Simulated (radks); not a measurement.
**The first electron to leave Hf⁵⁺**

Hf⁵⁺ stands in [Xe] 4f(5/2: 6, 7/2: 7). From which sub-shell is an electron easiest to take? Each removal is a run of its own. The parent's configuration is the lowest that an earlier search found at this level.

The numbers are computed with radks (a radial shooting solver on a logarithmic mesh, Libxc functionals) version 1 (Dirac Kohn-Sham, PBE, spin-unpolarised, spherical densities, finite nucleus), except any that are marked as measured or tabulated.

3 further runs of the same task are left out: 3 set aside as unsound or not needed.

### Step 1. Starting point

* element: hafnium (Z = 72)
* charge: +5
* electrons: 67
* configuration: [Xe] 4f(5/2: 6, 7/2: 7)
* nuclear rms radius: 5.347 fm

A shell typed twice in an input gives the lower j, then the higher j.

### Step 2. The parent, Hf⁵⁺

From an earlier run at this level the parent has E = -15090.263324 hartree and these outer levels (eV):

| level | occupation | energy (eV) |
| --- | --- | --- |
| 4p3/2 | 4 | -428.29 |
| 4d3/2 | 4 | -278.69 |
| 4d5/2 | 6 | -267.90 |
| 5s1/2 | 2 | -127.17 |
| 5p1/2 | 2 | -100.16 |
| 5p3/2 | 4 | -91.254 |
| 4f5/2 | 6 | -82.669 |
| 4f7/2 | 7 | -80.827 |

### Step 3. Remove 4f7/2: [Xe] 4f(5/2: 6, 7/2: 6)

Input:

```text
Z 72
configuration [Xe] 4f6 4f6
relativity Dirac
functional pbe,pbe
spin unpolarised
j_filling energy
nucleus finite rms 5.347 fm
c 137.035999084
```

### Step 4. Remove 4f5/2: [Xe] 4f(5/2: 5, 7/2: 7)

Settings, as their differences from step 3:

```diff
@@ -1,3 +1,3 @@
 Z 72
-configuration [Xe] 4f6 4f6
+configuration [Xe] 4f5 4f7
 relativity Dirac
```

### Step 5. Remove 5p3/2: [Kr] 4d10 4f(5/2: 6, 7/2: 7) 5s2 5p(1/2: 2, 3/2: 3)

Settings, as their differences from step 4:

```diff
@@ -1,3 +1,3 @@
 Z 72
-configuration [Xe] 4f5 4f7
+configuration [Kr] 4d10 4f6 4f7 5s2 5p2 5p3
 relativity Dirac
```

### Step 6. Remove 5p1/2: [Kr] 4d10 4f(5/2: 6, 7/2: 7) 5s2 5p(1/2: 1, 3/2: 4)

Settings, as their differences from step 5:

```diff
@@ -1,3 +1,3 @@
 Z 72
-configuration [Kr] 4d10 4f6 4f7 5s2 5p2 5p3
+configuration [Kr] 4d10 4f6 4f7 5s2 5p1 5p4
 relativity Dirac
```

### Step 7. Ion rearranged (move 4f7/2 to 6s1/2 after a removal): [Xe] 4f(5/2: 6, 7/2: 5) 6s1

Settings, as their differences from step 6:

```diff
@@ -1,3 +1,3 @@
 Z 72
-configuration [Kr] 4d10 4f6 4f7 5s2 5p1 5p4
+configuration [Xe] 4f6 4f5 6s1
 relativity Dirac
```

### Step 8. Ion rearranged (move 4f7/2 to 6p1/2 after a removal): [Xe] 4f(5/2: 6, 7/2: 5) 6p(1/2: 1, 3/2: 0)

Settings, as their differences from step 7:

```diff
@@ -1,3 +1,3 @@
 Z 72
-configuration [Xe] 4f6 4f5 6s1
+configuration [Xe] 4f6 4f5 6p1 6p0
 relativity Dirac
```

### Step 9. Ion rearranged (move 4f7/2 to 5d3/2 after a removal): [Xe] 4f(5/2: 6, 7/2: 5) 5d(3/2: 1, 5/2: 0)

Settings, as their differences from step 8:

```diff
@@ -1,3 +1,3 @@
 Z 72
-configuration [Xe] 4f6 4f5 6p1 6p0
+configuration [Xe] 4f6 4f5 5d1 5d0
 relativity Dirac
```

Q: Predict the outcome of this session. Wanted: for each run, case; final configuration; Δ-SCF; −ε of the level emptied.

The runs gave:

| case | final configuration | Δ-SCF (eV) | −ε of the level emptied (eV) |
| --- | --- | --- | --- |
| remove 4f7/2 | [Xe] 4f(5/2: 6, 7/2: 6) | 93.590 | 80.827 |
| remove 4f5/2 | [Xe] 4f(5/2: 5, 7/2: 7) | 95.523 | 82.669 |
| remove 5p3/2 | [Kr] 4d10 4f(5/2: 6, 7/2: 7) 5s2 5p(1/2: 2, 3/2: 3) | 99.627 | 91.254 |
| remove 5p1/2 | [Kr] 4d10 4f(5/2: 6, 7/2: 7) 5s2 5p(1/2: 1, 3/2: 4) | 108.99 | 100.16 |
| ion rearranged (move 4f7/2 to 5d3/2 after a removal) | [Xe] 4f(5/2: 6, 7/2: 5) 5d(3/2: 1, 5/2: 0) | 132.98 | - |
| ion rearranged (move 4f7/2 to 6s1/2 after a removal) | [Xe] 4f(5/2: 6, 7/2: 5) 6s1 | 147.21 | - |
| ion rearranged (move 4f7/2 to 6p1/2 after a removal) | [Xe] 4f(5/2: 6, 7/2: 5) 6p(1/2: 1, 3/2: 0) | 156.20 | - |

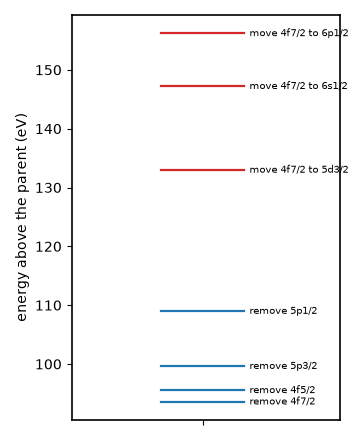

Cost of each removal (blue) and rearrangement (red).

In words: Removal from 4f7/2 costs least (93.590 eV), ahead of 4f5/2 (95.523 eV). 4f7/2 is also the highest occupied level of the parent. NIST lists 98 eV (theoretical); its ground configuration differs from the one found lowest here for the ion. Spin polarisation and multiplet splitting are left out, so open shells lie too high by an amount that depends on their filling.
